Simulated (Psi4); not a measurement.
# A workflow on Si2H6 (disilane)

We compute a single-point energy (HF/pcseg-1), then a transition-state search (HF/pcseg-1), then the harmonic vibrations (HF/pcseg-1), then a reaction path (HF/pcseg-1) of Si2H6 (disilane). 

The results are computed with Psi4 1.11.

## 1. Starting point

The species is Si2H6 (8 atoms), meant as a singlet with charge 0. As SMILES, `[SiH3][SiH3]`. The coordinates come from a PBE0-D4/def2-TZVP relaxation.

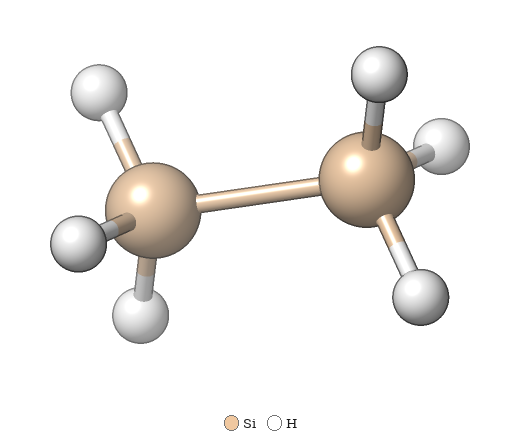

Viewed from a chosen angle; silicon light orange, hydrogen white.

## 2. The energy at HF/pcseg-1 (density fitting) (run 1)

Contents of calc.in:

```
memory 1600 MB

molecule {
  0 1
  Si    -0.64345175     0.92634375    -1.89898578
  Si     0.68691545    -0.95317786     1.87271859
  H      1.57584262     1.79183831    -3.39186942
  H     -2.10307620    -0.91443847    -3.44289203
  H     -2.28278916     3.14469324    -1.35663438
  H      2.15239806     0.88552566     3.41341230
  H      2.32077265    -3.17568475     1.33036719
  H     -1.53256789    -1.81262530     3.36862579
  units au
  symmetry c1
}

set basis pcseg-1

energy('hf')
```

Command:

```console
psi4 -n 1 calc.in calc.out
```

calc.out:

```text
[...]
  Running in c1 symmetry.
[...]
  Nuclear repulsion =   90.773081169321117
[...]
  Multiplicity = 1
[...]
  Nalpha       = 17
  Nbeta        = 17
[...]
    Number of basis functions: 66
[...]
   @DF-RHF iter   1:  -581.25429023960874   -5.90133e-01   2.43852e-03 ADIIS/DIIS
[...]
   @DF-RHF iter   6:  -581.29830488532639   -1.47778e-07   5.62072e-07 DIIS
[...]
    Orbital Energies [Eh]
    ---------------------
    Doubly Occupied:
       1A    -68.744077     2A    -68.744074     3A     -6.116184
       4A     -6.116019     5A     -4.231395     6A     -4.231079
       7A     -4.231079     8A     -4.230992     9A     -4.230992
      10A     -4.230692    11A     -0.757031    12A     -0.677146
      13A     -0.500204    14A     -0.500194    15A     -0.472448
      16A     -0.472438    17A     -0.406921
[...]
  @DF-RHF Final Energy:  -581.29830488532639
   => Energetics <=
    Nuclear Repulsion Energy =             90.7730811693211166
    One-Electron Energy =                -986.3569217559495428
    Two-Electron Energy =                 314.2855357013020239
    Total Energy =                       -581.2983048853263881
[...]
 Multipole Moments:
 ------------------------------------------------------------------------------------
     Multipole            Electronic (a.u.)      Nuclear  (a.u.)        Total (a.u.)
 ------------------------------------------------------------------------------------
 L = 1.  Multiply by 2.5417464519 to convert [e a0] to [Debye]
 Dipole X            :         -0.0001426            0.0000845           -0.0000581
 Dipole Y            :          0.0001470           -0.0000845            0.0000624
 Dipole Z            :          0.0001519           -0.0000845            0.0000673
 Magnitude           :                                                    0.0001086
[...]
```

Wall time 2.2 s (1 thread of Intel Xeon Platinum 8375C at 2.90GHz (Ice Lake), shared host); peak memory 0.2 GiB.

## 3. A saddle-point search at HF/pcseg-1 (density fitting, full hess every 0) (run 2)

Contents of input.dat:

```
memory 1.6 GB

molecule system {
  0 1
  Si    -0.340500     0.490200    -1.004900
  Si     0.363500    -0.504400     0.991000
  H      0.216649    -0.245205    -2.171881
  H     -1.825247     0.470704    -1.094939
  H      0.121565     1.902819    -1.067910
  H      1.139000     0.468600     1.806300
  H      1.228100    -1.680500     0.704000
  H     -0.811000    -0.959200     1.782600
  symmetry c1
}

set {
  opt_type        ts
  full_hess_every 0
  geom_maxiter    40
}

energy_value, wavefunction = optimize('scf/pcseg-1', return_wfn=True)
```

Command:

```console
psi4 -i input.dat -o output.dat -n 1
```

output.dat:

```text
[...]
  Running in c1 symmetry.
[...]
  Nuclear repulsion =   90.776471911296028
[...]
  Multiplicity = 1
[...]
  Nalpha       = 17
  Nbeta        = 17
[...]
    Number of basis functions: 66
[...]
   @DF-RHF iter   1:  -581.25284971905421   -5.88094e-01   2.42944e-03 ADIIS/DIIS
[...]
  ==> Harmonic Vibrational Analysis <==
[...]
  Freq [cm^-1]                 90.6196             484.1797            487.9820
[...]
  IR activ [km/mol]             0.0000              0.0000             45.5719
[...]
  Freq [cm^-1]                 488.0596            702.1847            702.2136
[...]
  IR activ [km/mol]            45.5881              0.0000              0.0000
[...]
  Freq [cm^-1]                 961.3547           1038.7877           1038.8311
[...]
  IR activ [km/mol]            752.1203             0.0133              0.0117
[...]
  Freq [cm^-1]                1041.7424           1041.7881           1045.5274
[...]
  IR activ [km/mol]            139.0650            139.0581             0.0008
[...]
  Freq [cm^-1]                2308.3850           2308.5926           2312.9797
[...]
  IR activ [km/mol]             0.1669              0.0325             206.8484
[...]
  Freq [cm^-1]                2318.7639           2318.9693           2328.9842
[...]
  IR activ [km/mol]            376.5769            376.5698             0.0660
[...]
  Total E_0, Enthalpy at 0 [K]                                                         -581.24412112 [Eh]
[...]
  Total H, Enthalpy at  298.15 [K]                                                     -581.23846523 [Eh]
[...]
   @DF-RHF iter   5:  -581.29691273311596   -3.86535e-12   2.90503e-09 DIIS
[...]
  @DF-RHF Final Energy:  -581.29691273311596
   => Energetics <=
    Nuclear Repulsion Energy =             90.2380803318478257
    One-Electron Energy =                -985.3022969192055598
    Two-Electron Energy =                 313.7673038542417316
    Total Energy =                       -581.2969127331159598
[...]
  -Total Gradient:
     Atom            X                  Y                   Z
    ------   -----------------  -----------------  -----------------
       1        0.000000190583    -0.000000269340     0.000000545103
       2       -0.000000189516     0.000000272040    -0.000000538698
       3        0.000000073536    -0.000000127295    -0.000000117051
       4       -0.000000181530    -0.000000007771     0.000000036372
       5        0.000000089262     0.000000162036     0.000000023041
       6        0.000000071652     0.000000150843     0.000000072873
       7        0.000000113342    -0.000000125591    -0.000000075965
       8       -0.000000167333    -0.000000054926     0.000000054324
[...]
```

On the terminal:

```text
Warning: used thermodynamics relations inappropriate for low-frequency modes: ['90.6196' '484.1797' '487.9820' '488.0596']
Optimizer: Optimization complete!
```

Wall time 28 s (1 thread of Intel Xeon Platinum 8375C at 2.90GHz (Ice Lake), shared host); peak memory 0.3 GiB.

Step by step:

```
step  energy from the first frame kept (eV)  largest force (eV/Å)
   0                                 0.0000                0.4599
   1                                -0.0095                0.0173
   2                                -0.0131                0.0116
   3                                -0.0115                0.0066
   4                                -0.0095                0.0018
   5                                -0.0095                0.0012
   6                                -0.0098                0.0183
   7                                -0.0095                0.0016
   8                                -0.0095                0.0000
```

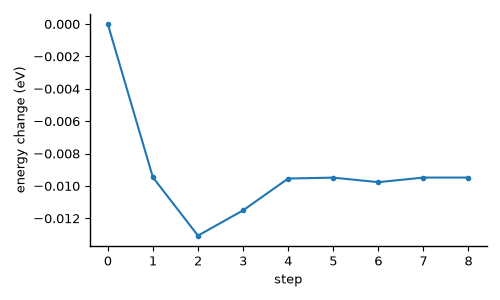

Energy along the run.

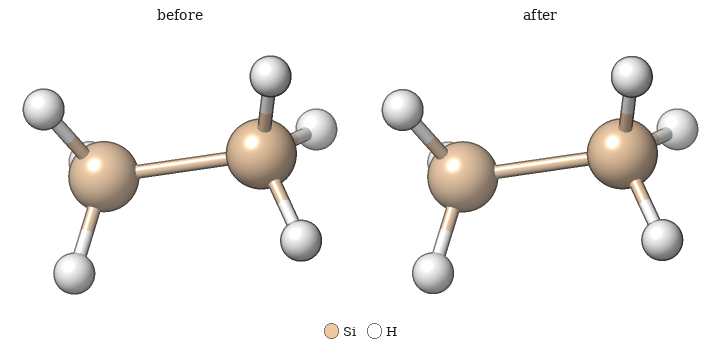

Before and after, at one scale.

After the run. Bond lengths: Si1–Si2 2.369 Å, Si1–H3 1.480 Å, Si1–H4 1.480 Å, Si1–H5 1.480 Å, Si2–H6 1.480 Å, Si2–H7 1.480 Å, Si2–H8 1.480 Å. Some angles: Si1–Si2–H6 110.5°, Si1–Si2–H7 110.5°, Si1–Si2–H8 110.5°, Si2–Si1–H3 110.5°, Si2–Si1–H4 110.5°, Si2–Si1–H5 110.5°, H6–Si2–H7 108.5°, H6–Si2–H8 108.5°, H7–Si2–H8 108.5°, H3–Si1–H4 108.5°.

## 4. The harmonic vibrations at HF/pcseg-1 (density fitting) (run 3)

Contents of input.in:

```
memory 1.6 GB

molecule geom {
  Si
  Si 1 r2
  H 1 r3 2 a3
  H 1 r4 3 a4 2 d4
  H 1 r5 4 a5 3 d5
  H 2 r6 1 a6 5 d6
  H 2 r7 6 a7 1 d7
  H 2 r8 7 a8 6 d8

  r2 = 2.369147
  r3 = 1.480278
  a3 = 110.45957
  r4 = 1.480278
  a4 = 108.46502
  d4 = -121.19203
  r5 = 1.480277
  a5 = 108.46504
  d5 = 117.61588
  r6 = 1.480279
  a6 = 110.45954
  d6 = -0.00109
  r7 = 1.480278
  a7 = 108.46503
  d7 = 121.19201
  r8 = 1.480278
  a8 = 108.46512
  d8 = -117.61594
  units angstrom
  symmetry c1
}

set basis pcseg-1
set rotational_symmetry_number 6

energy_value, wavefunction = freq('scf', return_wfn=True)
print_variables()
```

Command:

```console
psi4 -i input.in -o input.out -n 1
```

input.out:

```text
[...]
  Running in c1 symmetry.
[...]
  Nuclear repulsion =   90.238082103024482
[...]
  Multiplicity = 1
[...]
  Nalpha       = 17
  Nbeta        = 17
[...]
    Number of basis functions: 66
[...]
   @DF-RHF iter   1:  -581.25381701522167   -5.97305e-01   2.41149e-03 ADIIS/DIIS
[...]
  -Total Gradient:
     Atom            X                  Y                   Z
    ------   -----------------  -----------------  -----------------
       1       -0.000000339154    -0.000000188208     0.000000717696
       2        0.000000382169     0.000000199170    -0.000000834704
       3        0.000000032610     0.000000220067    -0.000000074090
       4        0.000000184701    -0.000000115586    -0.000000073984
       5        0.000000108182     0.000000074361     0.000000045568
       6       -0.000000518694    -0.000000297839     0.000000169960
       7       -0.000000071751     0.000000258910     0.000000032067
       8        0.000000221937    -0.000000150876     0.000000017487
[...]
   @DF-RHF iter   8:  -581.29691273407627   -1.84173e-11   6.12510e-09 DIIS
[...]
  @DF-RHF Final Energy:  -581.29691273407627
   => Energetics <=
    Nuclear Repulsion Energy =             90.2380821030244817
    One-Electron Energy =                -985.3023015100797011
    Two-Electron Energy =                 313.7673066729789753
    Total Energy =                       -581.2969127340762725
[...]
  ==> Harmonic Vibrational Analysis <==
[...]
  Freq [cm^-1]                134.1614i            459.5664            460.8297
[...]
  IR activ [km/mol]             0.0000              0.0000             43.5630
[...]
  Freq [cm^-1]                 460.8299            685.2439            685.2440
[...]
  IR activ [km/mol]            43.5630              0.0000              0.0000
[...]
  Freq [cm^-1]                 950.9560           1033.7645           1033.7647
[...]
  IR activ [km/mol]            775.3436             0.0000              0.0000
[...]
  Freq [cm^-1]                1035.8149           1036.7767           1036.7768
[...]
  IR activ [km/mol]             0.0000             142.0824            142.0824
[...]
  Freq [cm^-1]                2345.3050           2345.3050           2349.1888
[...]
  IR activ [km/mol]             0.0000              0.0000             208.0452
[...]
  Freq [cm^-1]                2355.1802           2355.1802           2364.5027
[...]
  IR activ [km/mol]            373.9337            373.9337             0.0000
[...]
  Total E_0, Enthalpy at 0 [K]                                                         -581.24452803 [Eh]
[...]
  Total H, Enthalpy at  298.15 [K]                                                     -581.23954274 [Eh]
[...]
```

The script printed:

```text
Warning: thermodynamics relations excluded imaginary frequencies: ['134.1614i']
Warning: used thermodynamics relations inappropriate for low-frequency modes: ['459.5664' '460.8297' '460.8299']
```

It took 21 s on 1 thread of Intel Xeon Platinum 8375C at 2.90GHz (Ice Lake), shared host; peak memory 0.29 GiB.

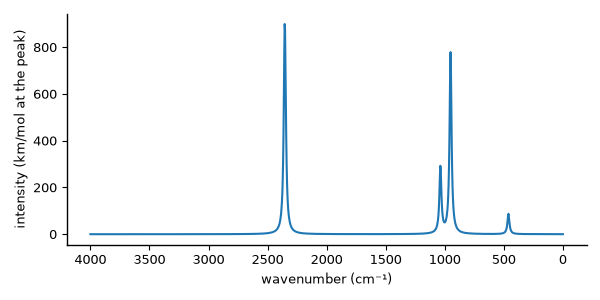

Harmonic infrared spectrum, unscaled, lines broadened by 10 cm⁻¹.

## 5. The intrinsic reaction coordinate at HF/pcseg-1 (density fitting, full hess every 0, irc direction forward, irc points 6, irc step size 0.3) (run 4)

Contents of input.inp:

```
memory 1600 mb

molecule molecule1 {
  0 1
  Si
  Si 1 2.369147
  H 1 1.480278 2 110.45957
  H 1 1.480278 3 108.46502 2 -121.19203
  H 1 1.480277 4 108.46504 3 117.61588
  H 2 1.480279 1 110.45954 5 -0.00109
  H 2 1.480278 6 108.46503 1 121.19201
  H 2 1.480278 7 108.46512 6 -117.61594
  symmetry c1
}

set globals {
  basis           pcseg-1
  reference       rhf
  opt_type        irc
  irc_points      6
  irc_step_size   0.3
  full_hess_every 0
  geom_maxiter    90
  irc_direction   forward
  g_convergence   gau_loose
}

optimize('scf')
```

Command:

```console
psi4 -n 1 input.inp input.out
```

input.out:

```text
[...]
  Running in c1 symmetry.
[...]
  Nuclear repulsion =   90.238082103024482
[...]
  Multiplicity = 1
[...]
  Nalpha       = 17
  Nbeta        = 17
[...]
    Number of basis functions: 66
[...]
   @DF-RHF iter   1:  -581.25381701522167   -5.97305e-01   2.41149e-03 DIIS/ADIIS
[...]
  ==> Harmonic Vibrational Analysis <==
[...]
  Freq [cm^-1]                134.1614i            459.5664            460.8297
[...]
  IR activ [km/mol]             0.0000              0.0000             43.5630
[...]
  Freq [cm^-1]                 460.8299            685.2439            685.2440
[...]
  IR activ [km/mol]            43.5630              0.0000              0.0000
[...]
  Freq [cm^-1]                 950.9560           1033.7645           1033.7647
[...]
  IR activ [km/mol]            775.3436             0.0000              0.0000
[...]
  Freq [cm^-1]                1035.8149           1036.7767           1036.7768
[...]
  IR activ [km/mol]             0.0000             142.0824            142.0824
[...]
  Freq [cm^-1]                2345.3050           2345.3050           2349.1888
[...]
  IR activ [km/mol]             0.0000              0.0000             208.0452
[...]
  Freq [cm^-1]                2355.1802           2355.1802           2364.5027
[...]
  IR activ [km/mol]            373.9337            373.9337             0.0000
[...]
  Total E_0, Enthalpy at 0 [K]                                                         -581.24452803 [Eh]
[...]
  Total H, Enthalpy at  298.15 [K]                                                     -581.23954274 [Eh]
[...]
   @DF-RHF iter   7:  -581.29778872985935   -3.41061e-13   2.14971e-09 DIIS
[...]
  @DF-RHF Final Energy:  -581.29778872985935
   => Energetics <=
    Nuclear Repulsion Energy =             90.3538025631325041
    One-Electron Energy =                -985.5316714086141019
    Two-Electron Energy =                 313.8800801156222633
    Total Energy =                       -581.2977887298593487
[...]
  -Total Gradient:
     Atom            X                  Y                   Z
    ------   -----------------  -----------------  -----------------
       1        0.000001093689    -0.000000463236    -0.000098915953
       2       -0.000001089857    -0.000000718474     0.000099465919
       3        0.000302929913     0.000001515860    -0.000007013234
       4       -0.000150998448    -0.000262633639    -0.000006599722
       5       -0.000153033987     0.000261577555    -0.000007079476
       6       -0.000010429911    -0.000302770314     0.000006442907
       7       -0.000256245316     0.000161593961     0.000007017917
       8        0.000267773918     0.000141898287     0.000006681642
[...]
```

The script printed:

```text
Warning: thermodynamics relations excluded imaginary frequencies: ['134.1614i']
Warning: used thermodynamics relations inappropriate for low-frequency modes: ['459.5664' '460.8297' '460.8299']
Optimizer: Optimization complete!
```

It took 31 s on 1 thread of Intel Xeon Platinum 8375C at 2.90GHz (Ice Lake), shared host; peak memory 0.3 GiB.

Steps, from the record of the run:

```
step  energy from the first frame kept (eV)  largest force (eV/Å)
   0                                 0.0000                0.0000
   1                                -0.0008                0.0043
   2                                -0.0008                0.0043
   3                                -0.0033                0.0082
   4                                -0.0033                0.0082
   5                                -0.0071                0.0115
   6                                -0.0071                0.0115
   7                                -0.0121                0.0140
   8                                -0.0121                0.0140
   9                                -0.0178                0.0154
  10                                -0.0178                0.0154
  11                                -0.0238                0.0156
```

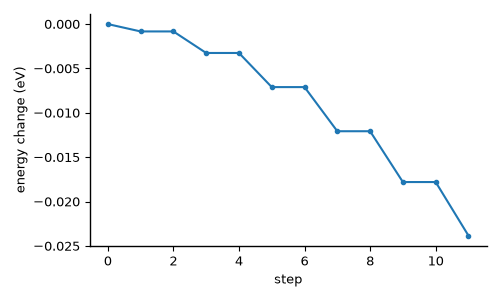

Energy along the run.

## 6. Outcome

```
                                      quantity                  value
               run 1, HF/pcseg-1: total energy          -581.29830 Eh
              run 1, HF/pcseg-1: dipole moment                 0.00 D
                run 1, HF/pcseg-1: HOMO energy              -11.07 eV
                run 1, HF/pcseg-1: LUMO energy                3.12 eV
              run 1, HF/pcseg-1: HOMO–LUMO gap               14.20 eV
    run 2, HF/pcseg-1: total energy at the end          -581.29691 Eh
                run 2, HF/pcseg-1: HOMO energy              -11.01 eV
                run 2, HF/pcseg-1: LUMO energy                2.97 eV
              run 2, HF/pcseg-1: HOMO–LUMO gap               13.98 eV
 run 3, HF/pcseg-1: lowest harmonic wavenumber  134i cm⁻¹ (imaginary)
run 3, HF/pcseg-1: highest harmonic wavenumber              2364 cm⁻¹
    run 4, HF/pcseg-1: total energy at the end          -581.29779 Eh
                run 4, HF/pcseg-1: LUMO energy                3.09 eV
              run 4, HF/pcseg-1: HOMO–LUMO gap               14.10 eV
```

What this shows: 1 mode is imaginary (lowest 134i cm⁻¹): a first-order saddle point.
